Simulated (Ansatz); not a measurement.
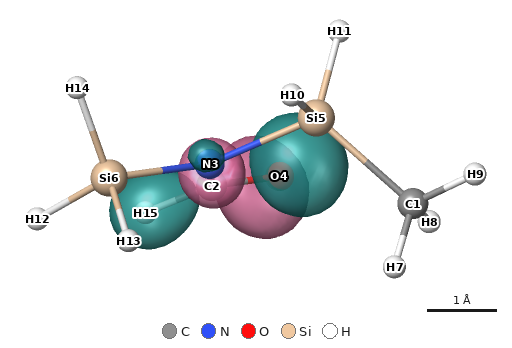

C2H9NOSi2. One frontier orbital at ±0.2 Å⁻³ᐟ² (teal and pink are the two phases), seen from one side.

Geometry: B3LYP/def2-SVP.

Level of theory: isolated molecule in a Gaussian basis; Kohn-Sham density functional theory, functional PBE0 in Ansatz.

Input

```
crystal:
  periodic: [false, false, false]
  atoms:
    - {symbol: C, position_ang: [-2.150833, -0.268351, -0.271622]}
    - {symbol: C, position_ang: [0.821986, -1.818368, -1.339435]}
    - {symbol: N, position_ang: [0.851169, -0.534263, -0.834379]}
    - {symbol: O, position_ang: [0.009068, -2.654255, -0.999775]}
    - {symbol: Si, position_ang: [-0.408675, -0.193150, 0.415416]}
    - {symbol: Si, position_ang: [2.056487, 0.666160, -1.348894]}
    - {symbol: H, position_ang: [-2.270688, 0.420876, -1.122604]}
    - {symbol: H, position_ang: [-2.379668, -1.290010, -0.607956]}
    - {symbol: H, position_ang: [-2.876690, 0.018543, 0.507078]}
    - {symbol: H, position_ang: [-0.072547, 1.200240, 0.837999]}
    - {symbol: H, position_ang: [-0.213227, -1.102766, 1.574774]}
    - {symbol: H, position_ang: [2.892379, 0.019876, -2.398061]}
    - {symbol: H, position_ang: [1.381072, 1.870260, -1.906829]}
    - {symbol: H, position_ang: [2.910741, 1.082073, -0.202536]}
    - {symbol: H, position_ang: [1.611901, -2.040297, -2.095882]}
basis:
  gaussian: {orbitals: def2-SVPD}
hamiltonian: {xc: {name: PBE0}}
output: {forces: true, orbitals: {seedname: orbitals}}
```

Launched as:

```sh
ansatz run input.yaml --threads 2 --pin off --max-ram 5220MiB --events-out events.jsonl --progress --plain --runs-dir runs
```

**Which orbital is it: HOMO or LUMO?**

The HOMO, at −7.93 eV. Its weight (Hirshfeld) is mainly on O4 (about 65 %), C2 (about 10 %), H15 (about 10 %) and N3 (about 5 %).
